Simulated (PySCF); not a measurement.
```xyz
19
charge 0, multiplicity 1
C    -2.6820    0.1133   -0.5238
N    -1.3002   -0.2907   -0.6763
C    -0.5233   -0.2435    0.5483
C     0.9367   -0.4516    0.1764
Si    1.1830    0.5042   -1.4610
Si    2.1055    0.0096    1.5959
H    -3.1844    0.0408   -1.4872
H    -2.7077    1.1526   -0.1952
H    -3.2327   -0.4938    0.2104
H    -1.2601   -1.2316   -1.0578
H    -0.6582    0.7560    0.9741
H    -0.8685   -0.9716    1.3042
H     1.0843   -1.5150   -0.0415
H     2.6308    0.6932   -1.6487
H     0.5524    1.8170   -1.3732
H     0.6961   -0.2459   -2.6190
H     2.0084    1.4417    1.8846
H     3.4790   -0.3411    1.2356
H     1.7313   -0.7344    2.8061
```

What structure does this define?

The molecule is C3H13NSi2. As SMILES it reads `CNCC([SiH3])[SiH3]`. It has no ring. Among its groups: secondary amine, Si–H bond. This geometry has C1 symmetry. Coordination: 3 C tetrahedral; 1 N trigonal pyramidal; 2 Si tetrahedral.

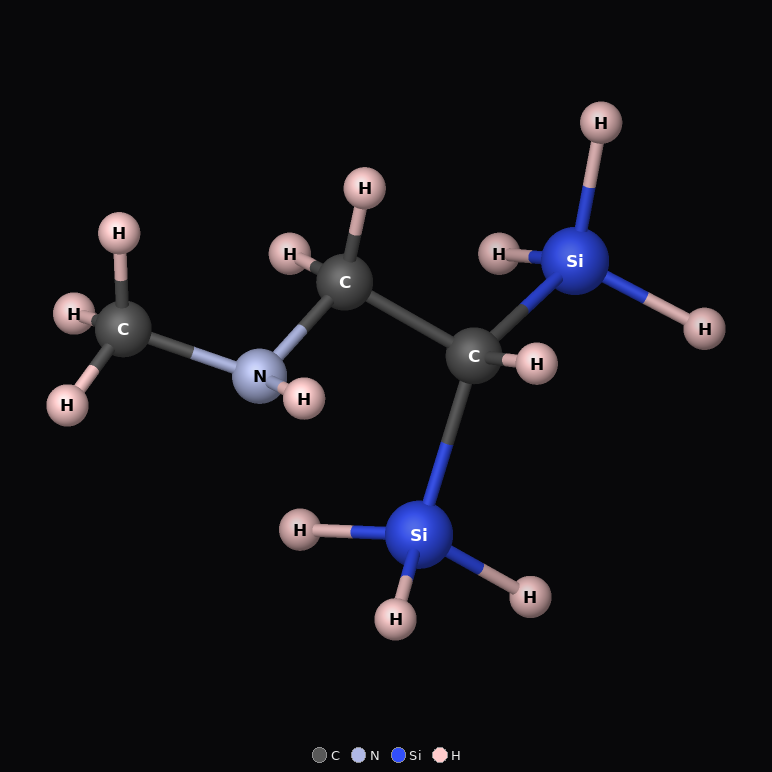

Source: calculation with PySCF.
